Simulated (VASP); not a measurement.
Band structure of LaTl₃ (space group Pm-3m). These are LDA (Ceperley-Alder, Perdew-Zunger), VASP's LDA PAW potentials (set 64) (plane waves; VASP) values and carry that method's errors.

Unless said otherwise, spin-orbit coupling is left out, though it shifts the bands of the heavy elements here.

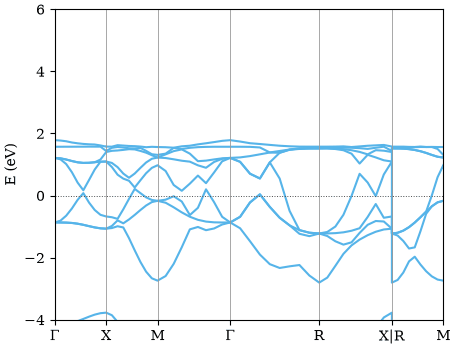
Figure. Bands along high-symmetry lines, zero at the valence-band maximum or, without a gap, the Fermi level

### Question
Read the plot: is there a gap, and where are the band edges?

### Answer
It has no gap at this level: it comes out as a metal or semimetal.

The structure comes from a computed database's LaTl3 entry (Pm-3m); how it stands against other phases isn't given here. The cell was not relaxed at this level.
